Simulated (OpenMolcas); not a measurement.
**Excited-state calculation, with input and output: N$_{2}$O (part 3 of 3)**

N$_{2}$O, SMILES N#[N+][O-]; MC-PDFT (ftPBE)/ANO-RCC-VDZP, DKH2 (OpenMolcas 26.06). The geometry comes from this level: PBE0-D4/def2-TZVP.

Geometry of the input (Å):
```
N  -0.5117  1.0013  -0.1679
N  -0.0084  0.0165  -0.0028
O  0.5201  -1.0178  0.1707
```

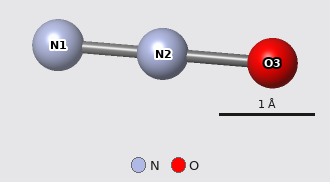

The structure as given in the input (ball-and-stick view, seen at an oblique angle; atoms are numbered from 1 in the order of the input).

### The program's output, continued
```
                N1      N2      O3
      1s       2.0025  1.9991  2.0008
      2s       1.7574  1.1834  1.9072
      2px      0.8162  1.0704  1.0847
      2pz      1.4439  1.5725  1.9097
      2py      1.0607  0.8009  1.1791
      3s      -0.0151 -0.0004 -0.0125
      3px     -0.0061  0.0095 -0.0135
      3pz     -0.0246 -0.0600 -0.0258
      3py     -0.0100  0.0667 -0.0023
      3d2+     0.0283  0.0315  0.0156
      3d1+     0.0084  0.0162  0.0045
      3d0      0.0085  0.0116  0.0065
      3d1-     0.0302  0.0595  0.0163
      3d2-     0.0246  0.0274  0.0164
      Total    7.1250  6.7883  8.0867

      N-E     -0.1250  0.2117 -0.0867

      Total electronic charge=   22.000000

      Total            charge=   -0.000000
--

      Expectation values of various properties for root number:  3
      -----------------------------------------------------------

++    Molecular properties:
      ---------------------

      Charge (e):
                      =   -0.0000
      Dipole Moment (debye):
      Origin of the operator (angstrom)=    0.0235   -0.0461    0.0077
                   X=  5.9302E-01               Y= -1.1604E+00               Z=  1.9476E-01           Total=  1.3176E+00
      Quadrupole Moment (debye*angstrom):
      Origin of the operator (angstrom)=    0.0235   -0.0461    0.0077
                  XX= -1.5012E+01              XY=  1.7818E+00              XZ= -1.8037E-01              YY= -1.7602E+01
                  YZ=  2.7048E-01              ZZ= -1.6396E+01
      In traceless form (debye*angstrom)
                  XX=  1.9868E+00              XY=  2.6728E+00              XZ= -2.7056E-01              YY= -1.8984E+00
                  YZ=  4.0571E-01              ZZ= -8.8399E-02
--

      LoProp population analysis for root number:  3
      -----------------------------------------------

++    LoProp analysis:
      ----------------

++    Static properties:
      ------------------

      LoProp Charges per center

                   N1       N2       O3
      Nuclear      7.0000   7.0000   8.0000
      Electronic  -7.1249  -6.8430  -8.0321

      Total       -0.1249   0.1570  -0.0321
--

      Natural Bond Order analysis for root number:  3

++    Natural Bond Order analysis
      ---------------------------
      Based on LoProp computed density
      -------------------------------------------------------------------------------------
      Atom A       Atom B       Bond Order
      -------------------------------------------------------------------------------------
      NBO located      0.996 non-bonded electrons on atom N1
      NBO located      0.999 non-bonded electrons on atom N2
      NBO located      0.999 non-bonded electrons on atom O3
      NBO located      0.930 non-bonded electrons on atom O3
      The remaining    7.626 electrons are to be considered as diffuse
--

--

      Von Neumann Entropy (Root   4) =  0.71724

      Mulliken population analysis for root number:  4
      -----------------------------------------------

++    Molecular charges:
      ------------------

      Mulliken charges per centre and basis function type
      ---------------------------------------------------

                N1      N2      O3
      1s       2.0025  1.9991  2.0008
      2s       1.7575  1.2064  1.9012
      2px      1.3988  1.1886  1.1891
      2pz      0.7576  1.2250  1.8496
      2py      1.1991  0.8487  1.2087
      3s      -0.0152 -0.0002 -0.0131
      3px     -0.0153  0.0014 -0.0144
      3pz     -0.0058 -0.0219 -0.0197
      3py     -0.0119  0.0662 -0.0037
      3d2+     0.0276  0.0593  0.0195
      3d1+     0.0081  0.0130  0.0032
      3d0      0.0083  0.0101  0.0060
      3d1-     0.0280  0.0433  0.0111
      3d2-     0.0238  0.0410  0.0185
      Total    7.1631  6.6802  8.1567

      N-E     -0.1631  0.3198 -0.1567

      Total electronic charge=   22.000000

      Total            charge=   -0.000000
--

      Expectation values of various properties for root number:  4
      -----------------------------------------------------------

++    Molecular properties:
      ---------------------

      Charge (e):
                      =   -0.0000
      Dipole Moment (debye):
      Origin of the operator (angstrom)=    0.0235   -0.0461    0.0077
                   X=  4.3967E-01               Y= -8.6033E-01               Z=  1.4421E-01           Total=  9.7687E-01
      Quadrupole Moment (debye*angstrom):
      Origin of the operator (angstrom)=    0.0235   -0.0461    0.0077
                  XX= -1.6181E+01              XY=  1.2945E+00              XZ= -4.8133E-01              YY= -1.8147E+01
                  YZ=  3.7936E-01              ZZ= -1.5143E+01
      In traceless form (debye*angstrom)
                  XX=  4.6406E-01              XY=  1.9418E+00              XZ= -7.2199E-01              YY= -2.4849E+00
                  YZ=  5.6904E-01              ZZ=  2.0208E+00
--

      LoProp population analysis for root number:  4
      -----------------------------------------------

++    LoProp analysis:
      ----------------

++    Static properties:
      ------------------

      LoProp Charges per center

                   N1       N2       O3
      Nuclear      7.0000   7.0000   8.0000
      Electronic  -7.1791  -6.6818  -8.1390

      Total       -0.1791   0.3182  -0.1390
--

      Natural Bond Order analysis for root number:  4

++    Natural Bond Order analysis
      ---------------------------
      Based on LoProp computed density
      -------------------------------------------------------------------------------------
      Atom A       Atom B       Bond Order
      -------------------------------------------------------------------------------------
      NBO located      0.996 non-bonded electrons on atom N1
      NBO located      0.999 non-bonded electrons on atom N2
      NBO located      0.907 non-bonded electrons on atom N2
      NBO located      0.998 non-bonded electrons on atom O3
      The remaining    7.883 electrons are to be considered as diffuse
--

--

      Average orbitals are written to the RASORB file
      Natural orbitals for root   1 are written to the RASORB.1 file
      Natural orbitals for root   2 are written to the RASORB.2 file
      Natural orbitals for root   3 are written to the RASORB.3 file
      Natural orbitals for root   4 are written to the RASORB.4 file
      Spin density orbitals for root   1 are written to the SPDORB.1 file
      Spin density orbitals for root   2 are written to the SPDORB.2 file
      Spin density orbitals for root   3 are written to the SPDORB.3 file
      Spin density orbitals for root   4 are written to the SPDORB.4 file

--- Stop Module: rasscf /rc=_RC_ALL_IS_WELL_ ---
           step5.RasOrb.2 step5.RasOrb.3 step5.RasOrb.4 step5.rasscf.h5 step5.SpdOrb.1 step5.SpdOrb.2 step5.SpdOrb.3 step5.SpdOrb.4 xmldump
--- Module rasscf spent 1 second ---

--- Start Module: mcpdft ---

                                              &MCPDFT

                       available to each process: 1.9 GB of memory, 1 thread

 ###############################################################################
 ###    WARNING: Deprecation warning: KSDF should be replaced                ###
 ###    with FUNC keyword                                                    ###
 ###############################################################################

++    Wave function specifications:
      -----------------------------

      Number of closed shell electrons          16
      Number of electrons in active shells       6
      Max number of holes in RAS1 space          0
      Max nr of electrons in RAS3 space          0
      Number of inactive orbitals                8
      Number of active orbitals                  6
      Number of secondary orbitals              28
      Spin quantum number                      0.0
      State symmetry                             1
      Number of CSFs                           175
      Number of RASSCF root(s) available         4
--

++    Orbital specifications:
      -----------------------

      Symmetry species                           1
                                                 a
      Frozen orbitals                            0
      Inactive orbitals                          8
      Active orbitals                            6
      RAS1 orbitals                              0
      RAS2 orbitals                              6
      RAS3 orbitals                              0
      Secondary orbitals                        28
      Deleted orbitals                           0
      Number of basis functions                 42
--

++    MCPDFT specifications:
      ----------------------

      Cholesky decomposition                     On
      Type of calculation                        MS-PDFT
      On-Top Functional                          FT:PBE
      Exchange scaling factor                    1.00
      Correlation scaling factor                 1.00
      Wave function energy weight                0.00
--

      Numerical integration parameters
      --------------------------------
      Radial quadrature type:                         MHL
      Size of radial grid:                            99
      Lebedev angular grid:                           41
      Angular grid pruned with the crowding factor:  1.00E+10
                                 and fading factor:  1.00E+01
      Screening threshold for integral computation:   1.00E-11
      Radial quadrature accuracy:                     1.00E-25
      Maximum batch size:                             128
      AO values are stored on disk

++    DFT functional specifications:
      ------------------------------
      Using Libxc version: 6.2.2
      Please cite the following reference:
      S. Lehtola, C. Steigemann, M. J.T. Oliveira, and M. A.L. Marques.,  SoftwareX 7, 1–5 (2018) doi:10.1016/j.softx.2017.11.002

      * Perdew, Burke & Ernzerhof
        - J. P. Perdew, K. Burke, and M. Ernzerhof.,  Phys. Rev. Lett. 77, 3865 (1996) doi:10.1103/PhysRevLett.77.3865
        - J. P. Perdew, K. Burke, and M. Ernzerhof.,  Phys. Rev. Lett. 78, 1396 (1997) doi:10.1103/PhysRevLett.78.1396
      * Perdew, Burke & Ernzerhof
        - J. P. Perdew, K. Burke, and M. Ernzerhof.,  Phys. Rev. Lett. 77, 3865 (1996) doi:10.1103/PhysRevLett.77.3865
        - J. P. Perdew, K. Burke, and M. Ernzerhof.,  Phys. Rev. Lett. 78, 1396 (1997) doi:10.1103/PhysRevLett.78.1396
--
   File JOBOLD not found -- use JOBIPH.
      The MO-coefficients are taken from the file:
      JOBIPH
 Reference MC-SCF energies taken from diagonal elements of
 effective Hamiltonian

++    CMS-PDFT INTERMEDIATE STATE 0001
      --------------------------------

      MCSCF reference energy                                             -183.79826359

      Integrated total density:                                                 22.000
      Integrated alpha density before functional transformation:                11.000
      Integrated  beta density before functional transformation:                11.000
      Integrated alpha density  after functional transformation:                12.753
      Integrated  beta density  after functional transformation:                 9.247
      Integrated alpha tau     before functional transformation:                 0.000
      Integrated  beta tau     before functional transformation:                 0.000
      Integrated alpha tau      after functional transformation:                 0.000
      Integrated  beta tau      after functional transformation:                 0.000
      NOTE:
      Densities after transformation are intermediate quantities
      and should not be interpreted as real spin densities

      Exchange energy scaling factor                                          1.000000
      Correlation energy scaling factor                                       1.000000

      Integrated alpha exchange energy                                      -12.778913
      Integrated beta  exchange energy                                       -8.737267
      Integrated  correlation   energy                                       -0.734233

      Nuclear Repulsion energy                                             61.34786172
      CASSCF contribution energy                                         -162.30598623
      On-top energy                                                       -22.25041403

      Total MCPDFT energy for state   1                                  -184.55640026
--

++    CMS-PDFT INTERMEDIATE STATE 0002
      --------------------------------

      MCSCF reference energy                                             -183.65569211

      Integrated total density:                                                 22.000
      Integrated alpha density before functional transformation:                11.000
      Integrated  beta density before functional transformation:                11.000
      Integrated alpha density  after functional transformation:                12.797
      Integrated  beta density  after functional transformation:                 9.203
      Integrated alpha tau     before functional transformation:                 0.000
      Integrated  beta tau     before functional transformation:                 0.000
      Integrated alpha tau      after functional transformation:                 0.000
      Integrated  beta tau      after functional transformation:                 0.000
      NOTE:
      Densities after transformation are intermediate quantities
      and should not be interpreted as real spin densities

      Exchange energy scaling factor                                          1.000000
      Correlation energy scaling factor                                       1.000000

      Integrated alpha exchange energy                                      -12.820822
      Integrated beta  exchange energy                                       -8.724114
      Integrated  correlation   energy                                       -0.732183

      Nuclear Repulsion energy                                             61.34786172
      CASSCF contribution energy                                         -162.14501650
      On-top energy                                                       -22.27711914

      Total MCPDFT energy for state   2                                  -184.42213564
--

++    CMS-PDFT INTERMEDIATE STATE 0003
      --------------------------------

      MCSCF reference energy                                             -183.65569211

      Integrated total density:                                                 22.000
      Integrated alpha density before functional transformation:                11.000
      Integrated  beta density before functional transformation:                11.000
      Integrated alpha density  after functional transformation:                12.797
      Integrated  beta density  after functional transformation:                 9.203
      Integrated alpha tau     before functional transformation:                 0.000
      Integrated  beta tau     before functional transformation:                 0.000
      Integrated alpha tau      after functional transformation:                 0.000
      Integrated  beta tau      after functional transformation:                 0.000
      NOTE:
      Densities after transformation are intermediate quantities
      and should not be interpreted as real spin densities

      Exchange energy scaling factor                                          1.000000
      Correlation energy scaling factor                                       1.000000

      Integrated alpha exchange energy                                      -12.820822
      Integrated beta  exchange energy                                       -8.724114
      Integrated  correlation   energy                                       -0.732183

      Nuclear Repulsion energy                                             61.34786172
      CASSCF contribution energy                                         -162.14501650
      On-top energy                                                       -22.27711913

      Total MCPDFT energy for state   3                                  -184.42213562
--

++    CMS-PDFT INTERMEDIATE STATE 0004
      --------------------------------

      MCSCF reference energy                                             -183.79826359

      Integrated total density:                                                 22.000
      Integrated alpha density before functional transformation:                11.000
      Integrated  beta density before functional transformation:                11.000
      Integrated alpha density  after functional transformation:                12.753
      Integrated  beta density  after functional transformation:                 9.247
      Integrated alpha tau     before functional transformation:                 0.000
      Integrated  beta tau     before functional transformation:                 0.000
      Integrated alpha tau      after functional transformation:                 0.000
      Integrated  beta tau      after functional transformation:                 0.000
      NOTE:
      Densities after transformation are intermediate quantities
      and should not be interpreted as real spin densities

      Exchange energy scaling factor                                          1.000000
      Correlation energy scaling factor                                       1.000000

      Integrated alpha exchange energy                                      -12.778913
      Integrated beta  exchange energy                                       -8.737267
      Integrated  correlation   energy                                       -0.734233

      Nuclear Repulsion energy                                             61.34786172
      CASSCF contribution energy                                         -162.30598623
      On-top energy                                                       -22.25041403

      Total MCPDFT energy for state   4                                  -184.55640026
--

++       CMS-PDFT FINAL RESULTS
      -------------------------

      CMS-PDFT Effective Hamiltonian
      (diagonal values increased by   180.00 hartree)
       -4.556400  0.001185 -0.001185  0.145607
        0.001185 -4.422136  0.003779  0.001185
       -0.001185  0.003779 -4.422136 -0.001185
        0.145607  0.001185 -0.001185 -4.556400

::    MSPDFT root number  1 Total energy:   -184.70200752
::    MSPDFT root number  2 Total energy:   -184.42627759
::    MSPDFT root number  3 Total energy:   -184.41835650
::    MSPDFT root number  4 Total energy:   -184.41043016

      CMS-PDFT Eigenvectors:

      Intermediate-state Basis
       Root    1      Root    2      Root    3      Root    4
       -0.707107       0.106995       0.000000      -0.698965
       -0.000000      -0.698966       0.707106      -0.106995
       -0.000000       0.698964       0.707107       0.106995
        0.707107       0.106995       0.000000      -0.698965

      Reference-state Basis
       Root    1      Root    2      Root    3      Root    4
       -1.000000       0.000000      -0.000000      -0.000000
       -0.000000      -0.988471      -0.000001       0.151411
        0.000000      -0.150398       0.115481      -0.981858
        0.000000      -0.017484      -0.993310      -0.114149
--

--- Stop Module: mcpdft /rc=_RC_ALL_IS_WELL_ ---
--- Module mcpdft spent 3 seconds ---

.##################.
.# Happy landing! #.
.##################.

    Timing: Wall=6.44 User=5.31 System=0.61
```

### Results in brief

```json
{"quantity": "outcome", "value": "converged"}
{"quantity": "total energy", "value": "−184.702008 hartree"}
{"quantity": "basis functions", "value": "42"}
{"quantity": "hardware", "value": "1 thread of Arm Neoverse V2, 24 GiB of memory available, shared host"}
{"quantity": "wall time", "value": "6.9 s"}
{"quantity": "peak memory", "value": "0.084 GiB"}
```
